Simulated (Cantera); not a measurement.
Input: 1 mol c-C₄F₈, 0.96 mol F₂, equilibrated at 750 Pa.

Equilibrium computed with Cantera from the NASA thermochemical tables; the gas is ideal and each condensed phase is pure. Candidate condensed phases: C; 13 gas species. The feed counts by its element totals alone. The tables' values for C₂F₄ are old estimates; treat these amounts as uncertain. Gases not in the tables: C₂F₆ and larger saturated fluorocarbons. Rates play no part.

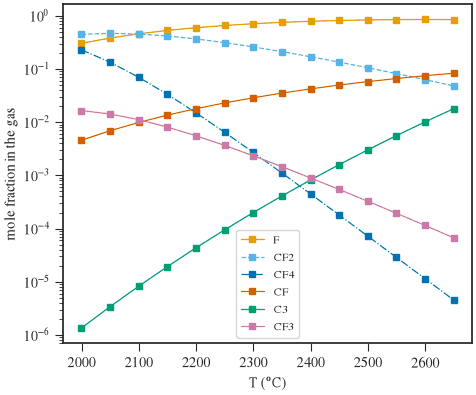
Figure. Equilibrium gas composition (values under 1e-9 drawn at 1e-9)

**Question.** Read off the mole fractions at 2300 °C.

**Answer.** F about 0.71, CF₂ about 0.26, CF about 0.029, CF₄ about 0.0027, CF₃ about 0.0023, C₃ about 0.00020.
